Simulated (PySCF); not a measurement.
# One shape, several levels: C2H3FO2 (SMILES O=COCF)

We compute a comparison of 5 runs (HF/3-21G, HF/def2-SVP, B3LYP/6-31G*, B3LYP/cc-pVDZ, TPSSh/6-311+G**) of C2H3FO2. 

The results are computed with PySCF 2.14.0.

### 1 The structure to begin with

The species is C2H3FO2 (8 atoms), meant as a singlet with charge 0. SMILES: `O=COCF`. The coordinates come from a PBE0-D4/def2-TZVP relaxation. This is one conformer, not always the lowest.

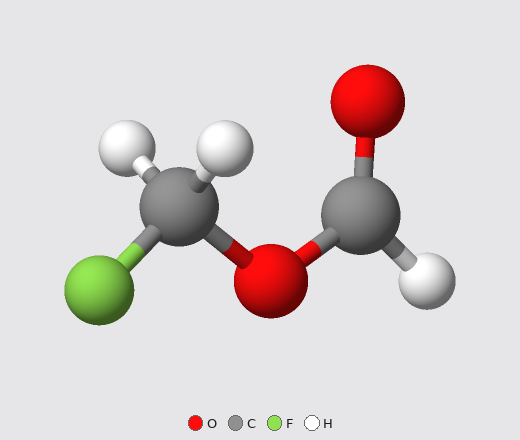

Viewed from a chosen angle; oxygen red, carbon grey, fluorine green, hydrogen white.

### 2 Energy and gradient at HF/3-21G (run 1)

The input, run.py:

```python
# O=COCF
from pyscf import gto, scf

mol = gto.Mole()
mol.atom = [
    ('O', (0.561400, -0.695600, 1.563400)),
    ('C', (0.375700, 0.425200, 1.190700)),
    ('O', (-0.041500, 0.770500, -0.028000)),
    ('C', (-0.266100, -0.310100, -0.912300)),
    ('F', (-0.658800, 0.244800, -2.077600)),
    ('H', (0.521600, 1.329700, 1.796700)),
    ('H', (0.659900, -0.869100, -1.063800)),
    ('H', (-1.060000, -0.952500, -0.524700)),
]
mol.basis = '3-21g'
mol.spin = 0
mol.max_memory = 1860
mol.verbose = 4
mol.build()

mf = scf.RHF(mol)
mf.conv_tol = 1e-10
mf.kernel()
if not mf.converged:
    mf = mf.newton().run(mf.mo_coeff, mf.mo_occ)

e_tot = mf.e_tot
print('E = %.10f Eh' % e_tot)
grad = mf.nuc_grad_method().kernel()
dip = mf.dip_moment()
pop, q = mf.mulliken_pop()
```

Run with:

```console
$ OMP_NUM_THREADS=1 python run.py
```

What it wrote:

```text
PySCF version 2.14.0

[... 66 lines left out ...]
converged SCF energy = -324.829002442157
[... 12 lines left out ...]
Dipole moment(X, Y, Z, Debye):  0.17418,  0.07221,  0.62228
[... 60 lines left out ...]
charge of    7H =      0.21723
```

It took 3.3 s on 1 thread of Intel Xeon at 2.50GHz (Skylake/Cascade Lake), shared host; peak memory 0.12 GiB.

### 3 Energy and forces at HF/def2-SVP (run 2)

The input, job.py:

```python
# O=COCF
import pyscf.grad
from pyscf import gto, scf

mol = gto.M(
    atom=[
    ('O', (0.561400, -0.695600, 1.563400)),
    ('C', (0.375700, 0.425200, 1.190700)),
    ('O', (-0.041500, 0.770500, -0.028000)),
    ('C', (-0.266100, -0.310100, -0.912300)),
    ('F', (-0.658800, 0.244800, -2.077600)),
    ('H', (0.521600, 1.329700, 1.796700)),
    ('H', (0.659900, -0.869100, -1.063800)),
    ('H', (-1.060000, -0.952500, -0.524700)),
],
    verbose=3,
    max_memory=1860,
    spin=0,
    basis='def2-svp',
)

myscf = scf.RHF(mol)
myscf.conv_tol = 1e-10
myscf.kernel()
if not myscf.converged:
    myscf = myscf.newton().run(myscf.mo_coeff, myscf.mo_occ)

etot = myscf.e_tot
print(f'total energy: {etot:.8f} hartree')
grad = myscf.Gradients().kernel()
dip = myscf.dip_moment()
pop, q = myscf.mulliken_pop()
```

Run with:

```console
$ OMP_NUM_THREADS=1 python job.py
```

What it wrote:

```text
converged SCF energy = -326.387327962747
total energy: -326.38732796 hartree
[... 8 lines left out ...]
Dipole moment(X, Y, Z, Debye):  0.10357,  0.39880,  0.46023
[... 94 lines left out ...]
charge of    7H =      0.04344
```

Run time: 12 s. Hardware: 1 thread of Intel Xeon at 2.50GHz (Skylake/Cascade Lake), shared host; peak memory 0.17 GiB.

Run 3 isn't shown in full; the table further down has it.

### 4 Energy and gradient at B3LYP/cc-pVDZ (run 4)

The input, mol.xyz:

```xyz
8
C2H3FO2
O      0.561400    -0.695600     1.563400
C      0.375700     0.425200     1.190700
O     -0.041500     0.770500    -0.028000
C     -0.266100    -0.310100    -0.912300
F     -0.658800     0.244800    -2.077600
H      0.521600     1.329700     1.796700
H      0.659900    -0.869100    -1.063800
H     -1.060000    -0.952500    -0.524700
```

The input, calc.py:

```python
import pyscf.grad
from pyscf import gto, dft

molecule = gto.M(
    atom='mol.xyz',
    spin=0,
    max_memory=1860,
    verbose=3,
    basis='cc-pvdz',
    charge=0,
)

myscf = dft.RKS(molecule)
myscf.xc = 'b3lyp'
myscf.grids.level = 5
myscf.conv_tol = 1e-10
myscf.kernel()
if not myscf.converged:
    myscf = myscf.newton().run(myscf.mo_coeff, myscf.mo_occ)

e_final = myscf.e_tot
print('E = %.10f Eh' % e_final)
grad = myscf.Gradients().kernel()
dip = myscf.dip_moment()
pop, q = myscf.mulliken_pop()
```

Run with:

```console
$ OMP_NUM_THREADS=1 python calc.py
```

What it wrote:

```text
converged SCF energy = -328.31311953021
[... 9 lines left out ...]
Dipole moment(X, Y, Z, Debye): -0.01353,  0.34493,  0.07528
[... 94 lines left out ...]
charge of    7H =      0.02881
```

Wall time 58 s (1 thread of Intel Xeon at 2.50GHz (Skylake/Cascade Lake), shared host); peak memory 0.83 GiB.

### 5 Energy and forces at TPSSh/6-311+G(d,p) (run 5)

The input, job.py:

```python
# O=COCF
from pyscf import gto, dft

molecule = gto.M(
    atom='''
O      1.060892    -1.314493     2.954398
C      0.709970     0.803512     2.250097
O     -0.078424     1.456034    -0.052912
C     -0.502856    -0.586004    -1.723997
F     -1.244952     0.462605    -3.926095
H      0.985681     2.512769     3.395271
H      1.247030    -1.642361    -2.010291
H     -2.003110    -1.799964    -0.991539
''',
    basis='6-311+g**',
    spin=0,
    max_memory=1860,
    verbose=4,
    unit='bohr',
)

mf = dft.RKS(molecule)
mf.xc = 'tpssh'
mf.conv_tol = 1e-10
mf.grids.level = 5
mf.kernel()
if not mf.converged:
    mf = mf.newton().run(mf.mo_coeff, mf.mo_occ)

energy = mf.e_tot
print('E(%s) = %.9f' % ('TPSSH', energy))
grad = mf.nuc_grad_method().kernel()
dip = mf.dip_moment()
pop, q = mf.mulliken_pop()
```

Run with:

```console
$ OMP_NUM_THREADS=1 python job.py
```

What it wrote:

```text
PySCF version 2.14.0

[... 79 lines left out ...]
converged SCF energy = -328.402178779659
[... 13 lines left out ...]
Dipole moment(X, Y, Z, Debye):  0.02089,  0.28546,  0.18012
[... 137 lines left out ...]
charge of    7H =      0.18568
```

Wall time 2.4 min (1 thread of Intel Xeon at 2.50GHz (Skylake/Cascade Lake), shared host); peak memory 1.4 GiB.

### 6 The series

```tsv
run	level	integration grid	energy (Eh)	dipole moment (D)	HOMO energy (eV)	LUMO energy (eV)	wall time
1	HF/3-21G	–	-324.829002	0.65	-12.85	4.53	3.3 s
2	HF/def2-SVP	–	-326.387328	0.62	-13.15	4.29	12 s
3	B3LYP/6-31G* (spherical functions)	5	-328.286224	0.38	-8.08	-0.16	43 s
4	B3LYP/cc-pVDZ	5	-328.313120	0.35	-8.07	-0.23	58 s
5	TPSSh/6-311+G**	5	-328.402179	0.34	-7.90	-1.04	2.4 min
```

### 7 What came out

| quantity | value |
| --- | --- |
| run 5: total energy | -328.40218 Eh |
| run 5: dipole moment | 0.34 D |
| run 5: HOMO energy | -7.90 eV |
| run 5: LUMO energy | -1.04 eV |
| run 5: HOMO–LUMO gap | 6.86 eV |
| run 5: largest force on an atom | 0.878 eV/Å |

What this shows: The dipole moment (its size) runs from 0.34 D (TPSSh/6-311+G**) to 0.65 D (HF/3-21G). The two ends differ in method and basis. The HOMO–LUMO gap runs from 6.86 eV (TPSSh/6-311+G**) to 17.44 eV (HF/def2-SVP). Totals of different functionals can't be ranked against each other. All runs together took 4.3 min, the longest 2.4 min.
